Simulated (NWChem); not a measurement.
# AlBNH4F (SMILES [NH2][AlH][BH]F): HF/3-21G

What is the energy change on altering one bond length of AlBNH4F at HF/3-21G? 

Program for the calculation: NWChem 7.3.0.

2 further runs of the same task are left out: 2 set aside as unsound or not needed. Runs told in other sessions of the task aren't counted.

### 1 The molecule

The species is AlBNH4F (8 atoms), meant as a singlet with charge 0. SMILES: `[NH2][AlH][BH]F`. The shape is that of a PBE0-D4/def2-TZVP optimisation. This is one conformer, not always the lowest.

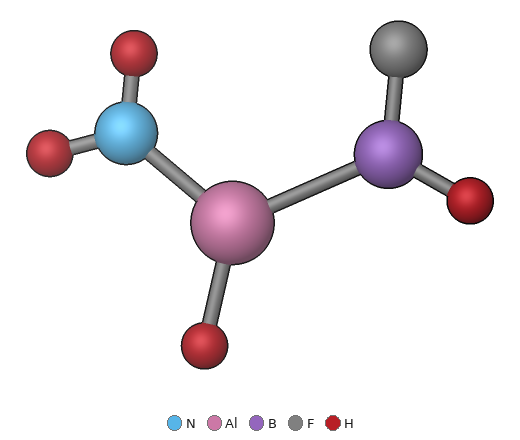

Viewed from a chosen angle; nitrogen blue, aluminium pink, boron purple, fluorine grey, hydrogen red.

### 2 Energy and forces at HF/3-21G

Input file run.py:

```python
from ase import Atoms
from ase.calculators.nwchem import NWChem

atoms = Atoms(['N', 'Al', 'B', 'F', 'H', 'H', 'H', 'H'], positions=[
    [-1.034900, 1.238000, 0.178100],
    [0.358400, 0.247200, 0.637000],
    [0.824000, -1.438600, -0.645900],
    [0.022100, -1.693000, -1.675500],
    [-1.365500, 2.050100, 0.674400],
    [-1.614500, 1.063500, -0.627700],
    [1.149400, 0.679500, 1.946200],
    [1.753200, -2.203800, -0.542400],
])

calc = NWChem(
    label='albfh4n',
    theory='scf',
    memory='2200 mb',
    basis='3-21G',
    basispar='spherical bse',
    scf={'nopen': '0', 'rhf': None, 'thresh': '1e-08', 'maxiter': '80'},
)
atoms.calc = calc

forces = atoms.get_forces()
print(f"energy = {atoms.get_potential_energy():.6f} eV")
print("forces (eV/A):")
for s, f in zip(atoms.symbols, forces):
    print(f"{s:2s} {f[0]:10.5f} {f[1]:10.5f} {f[2]:10.5f}")
print("dipole (e A):", atoms.get_dipole_moment().round(4))
```

Started as:

```console
export ASE_NWCHEM_COMMAND="nwchem PREFIX.nwi > PREFIX.nwo"
python run.py
```

The log of the run:

```text
energy = -11444.297735 eV
forces (eV/A):
N    -0.31337    0.23505   -0.09328
Al    0.04011   -0.12568   -0.09575
B     1.19891   -0.07137    1.07503
F    -0.96848   -0.26395   -1.19772
H     0.08104   -0.14398   -0.06294
H     0.09636    0.02108    0.12820
H     0.10197    0.04109    0.15488
H    -0.23659    0.30776    0.09158
dipole (e A): [-0.1278  0.1855  0.0464]
```

The calculator wrote albfh4n.nwi:

```
title "albfh4n"

permanent_dir albfh4n

scratch_dir albfh4n

start albfh4n

geometry units angstrom nocenter noautosym noautoz
  N  -1.0348999999999999e+00 1.2380000000000000e+00 1.7810000000000001e-01
  Al 3.5840000000000000e-01 2.4720000000000000e-01 6.3700000000000001e-01
  B  8.2399999999999995e-01 -1.4386000000000001e+00 -6.4590000000000003e-01
  F  2.2100000000000002e-02 -1.6930000000000001e+00 -1.6755000000000000e+00
  H  -1.3654999999999999e+00 2.0501000000000000e+00 6.7440000000000000e-01
  H  -1.6145000000000000e+00 1.0634999999999999e+00 -6.2770000000000004e-01
  H  1.1494000000000000e+00 6.7949999999999999e-01 1.9461999999999999e+00
  H  1.7532000000000001e+00 -2.2038000000000002e+00 -5.4239999999999999e-01
end

memory 2200 mb

basis spherical bse noprint
   * library 3-21G
end

scf
  nopen 0
  rhf
  thresh 1e-08
  maxiter 80
end

task scf gradient
```

albfh4n.nwo:

```text
Northwest Computational Chemistry Package (NWChem) 7.3.0
             --------------------------------------------------------

           Job information
           ---------------

    nwchem branch   = 7.3.0
    use scalapack   = T
    input           = albfh4n.nwi
    prefix          = albfh4n.
    data base       = albfh4n/albfh4n.db
    status          = startup
    nproc           =        1

           Memory information
           ------------------

    heap     =     72089596 doubles =      550.0 Mbytes
    stack    =     72089601 doubles =      550.0 Mbytes
    global   =    144179200 doubles =     1100.0 Mbytes (distinct from heap & stack)
    total    =    288358397 doubles =     2200.0 Mbytes
    verify   = yes
    hardfail = no

           Directory information
           ---------------------

  0 permanent = albfh4n
  0 scratch   = albfh4n

                                NWChem Input Module
                                -------------------

                                      albfh4n
                                      -------

 Scaling coordinates for geometry "geometry" by  1.889725989
 (inverse scale =  0.529177249)

                             Geometry "geometry" -> ""
                             -------------------------

 Output coordinates in angstroms (scale by  1.889725989 to convert to a.u.)

  No.       Tag          Charge          X              Y              Z
 ---- ---------------- ---------- -------------- -------------- --------------
    1 N                    7.0000    -1.03490000     1.23800000     0.17810000
    2 Al                  13.0000     0.35840000     0.24720000     0.63700000
    3 B                    5.0000     0.82400000    -1.43860000    -0.64590000
[... 4 lines of this table left out ...]
    8 H                    1.0000     1.75320000    -2.20380000    -0.54240000

      Atomic Mass
      -----------

[... 8 lines left out ...]
            Nuclear Dipole moment (a.u.)
[... 95 lines left out ...]
         Quadratically convergent ROHF
[... 1 line left out ...]
 Convergence threshold     :          1.000E-08
[... 1 line left out ...]
 Final Fock-matrix accuracy:          1.000E-10
[... 10 lines left out ...]
       Final RHF  results
[... 2 lines left out ...]
         Total SCF energy =   -420.570187965388
      One-electron energy =   -839.873450933282
      Two-electron energy =    290.601473229321
 Nuclear repulsion energy =    128.701789738573
[... 3 lines left out ...]
             Final eigenvalues
[... 33 lines left out ...]
                       ROHF Final Molecular Orbital Analysis
[... 180 lines left out ...]
 center of mass
 --------------
 x =   0.11566361 y =  -0.56409228 z =  -0.44834607

 moments of inertia (a.u.)
 ------------------
         623.028543022342         127.128293017082           1.803937148173
         127.128293017082         373.775649495042        -247.839136832618
           1.803937148173        -247.839136832618         496.384981760533

  Mulliken analysis of the total density
  --------------------------------------

    Atom       Charge   Shell Charges
 -----------   ------   -------------------------------------------------------
    1 N    7     8.09   1.99  0.35  1.81  1.33  2.62
    2 Al  13    11.96   2.00  1.98  5.88  0.60  1.03  0.22  0.24
    3 B    5     4.85   1.99  0.39  1.06  0.82  0.59
[... 4 lines of this table left out ...]
    8 H    1     1.11   0.46  0.65

       Multipole analysis of the density wrt the origin
       ------------------------------------------------

     L   x y z        total         open         nuclear
     -   - - -        -----         ----         -------
     0   0 0 0     -0.000000      0.000000     38.000000

     1   1 0 0     -0.241570      0.000000      3.130142
[... 8 lines of this table left out ...]
     2   0 0 2    -26.106876      0.000000    134.912615

                              NWChem Gradients Module
                              -----------------------

                                      albfh4n

  wavefunction    =   RHF

                         RHF ENERGY GRADIENTS

    atom               coordinates                        gradient
                 x          y          z           x          y          z
   1 N      -1.955677   2.339481   0.336560    0.006094  -0.004571   0.001814
   2 Al      0.677278   0.467140   1.203755   -0.000780   0.002444   0.001862
   3 B       1.557134  -2.718560  -1.220574   -0.023315   0.001388  -0.020906
[... 4 lines of this table left out ...]
   8 H       3.313068  -4.164578  -1.024987    0.004601  -0.005985  -0.001781

                 ----------------------------------------
                 |  Time  |  1-e(secs)   |  2-e(secs)   |
                 ----------------------------------------
                 |  CPU   |       0.00   |       0.47   |
                 ----------------------------------------
                 |  WALL  |       0.00   |       0.47   |
                 ----------------------------------------

 Task  times  cpu:        1.7s     wall:        1.7s
 Total times  cpu:        1.7s     wall:        1.7s
```

Wall time 2.8 s (1 thread of Intel Xeon 6975P-C (Granite Rapids), shared host); peak memory 0.097 GiB.

### 3 The distorted shape: a single-point energy at HF/3-21G

Input file albfh4n.nw:

```
start albfh4n
memory total 2200 mb

geometry noautosym nocenter noautoz
N       -1.778266       1.850165       0.095299
Al      -0.384966       0.859365       0.554199
B        0.080634      -0.826435      -0.728701
F       -0.721266      -1.080835      -1.758301
H       -2.108866       2.662265       0.591599
H       -2.357866       1.675665      -0.710501
H        0.406034       1.291665       1.863399
H        1.753200      -2.203800      -0.542400
end

basis spherical bse
* library 3-21G
end

scf
thresh 1e-08
maxiter 80
end

task scf energy
```

Started as:

```console
nwchem albfh4n.nw > albfh4n.out
```

The log of the run:

```text
[...]
  functions       =    48
[...]
  wavefunction    = RHF
[...]
         Total SCF energy =   -420.447386726267
      One-electron energy =   -834.330659086565
      Two-electron energy =    287.466123167004
 Nuclear repulsion energy =    126.417149193295
        Time for solution =      1.1s
[...]
```

Wall time 1.8 s (1 thread of Intel Xeon 6975P-C (Granite Rapids), shared host); peak memory 0.097 GiB.

### 4 Outcome

Level: HF/3-21G.

| quantity | value |
| --- | --- |
| first shape: total energy | -420.57019 Eh |
| first shape: dipole moment | 1.10 D |
| first shape: HOMO energy | -10.05 eV |
| first shape: LUMO energy | 1.31 eV |
| first shape: HOMO–LUMO gap | 11.35 eV |
| first shape: largest force on an atom | 1.612 eV/Å |
| distorted shape: total energy | -420.44739 Eh |
| distorted shape: dipole moment | 3.73 D |
| distorted shape: HOMO energy | -8.53 eV |
| distorted shape: LUMO energy | 0.83 eV |
| distorted shape: HOMO–LUMO gap | 9.37 eV |
| energy change with the B3–H8 bond stretched from 1.208 to 2.175 Å | 3.342 eV |

In words: With the B3–H8 bond stretched from 1.208 to 2.175 Å the energy rises by 3.34 eV (322 kJ/mol). The first shape isn't relaxed at this level, so the change isn't measured from a minimum. A restricted reference can't describe the breaking bond well at this length. The largest force (first shape) is 1.61 eV/Å: the shape isn't a stationary point for this species at this level.
